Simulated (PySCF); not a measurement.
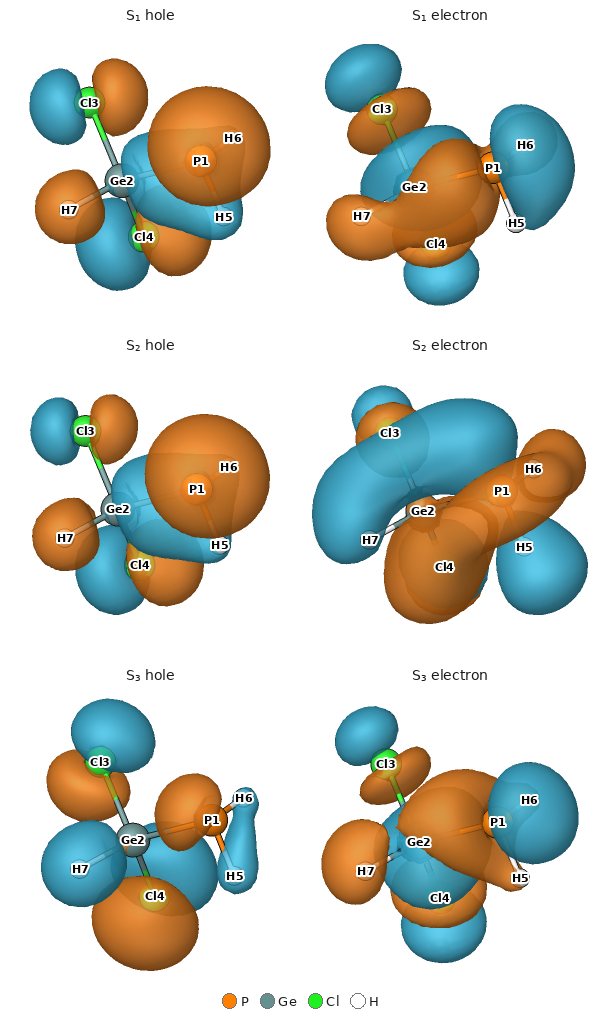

Cl2GeH3P, SMILES `[PH2][GeH]([Cl])[Cl]`. Leading natural transition orbitals (TDA singlet states).

Computed with PySCF, CAM-B3LYP/def2-SVP, geometry: GFN2-xTB. No frequency check shows the geometry to be a minimum. GFN2-xTB bond lengths at metals and heavier atoms can be off by up to 0.1 Å and shapes distorted, which carries into these values. Without diffuse functions Rydberg states are missing, so the states' numbers hold for this basis only.

Describe these excited states.

By state:
- S₁: 6.60 eV (188 nm), f = 0.209 (bright); the leading pair carries 93 %; hole on P1 (43 %), Cl4 (26 %) and Cl3 (11 %), electron on Ge2 (33 %), P1 (26 %) and Cl3 (17 %); their centroids lie 0.4 Å apart.
- S₂: 6.83 eV (182 nm), f = 0.042; the leading pair carries 72 %; hole on P1 (39 %), Cl4 (24 %) and Cl3 (17 %), electron on Ge2 (34 %), P1 (28 %) and Cl4 (11 %) (shares are of the whole state, not of the leading pair alone); their centroids lie 0.3 Å apart.
- S₃: 7.01 eV (177 nm), f = 0.010; the leading pair carries 84 %; hole on Cl4 (51 %), Cl3 (18 %) and P1 (14 %), electron on Ge2 (34 %), P1 (26 %) and Cl4 (20 %) (shares are of the whole state, not of the leading pair alone); their centroids lie 0.9 Å apart.
